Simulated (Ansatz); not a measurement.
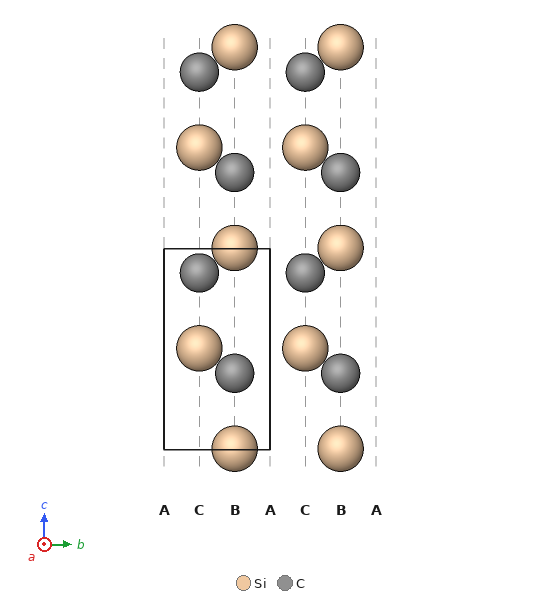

The picture looks along a close-packed row of the hexagonal mesh; c points upwards. The dashed lines mark the three columns A (0, 0), B (1/3, 2/3) and C (2/3, 1/3). The sequence starts with the first layer at or above the cell's origin.

SiC (space group P6_3mc, No. 186). Coordinates: coordinates from a relaxation (final pressure about 3 GPa) with DFT LDA, scalar-relativistic, plane waves, PAW in Ansatz.

Q: Give the sequence of layers in one repeat, with element and column.

A: Si(B) – C(B) – Si(C) – C(C) (four layers in 4.99 Å).

Heights of the layers:

```
layer  atoms (column)  height (Å)  to next (Å)
    1           Si(B)        0.02         1.88
    2            C(B)        1.90         0.62
    3           Si(C)        2.52         1.88
    4            C(C)        4.40         0.62
```
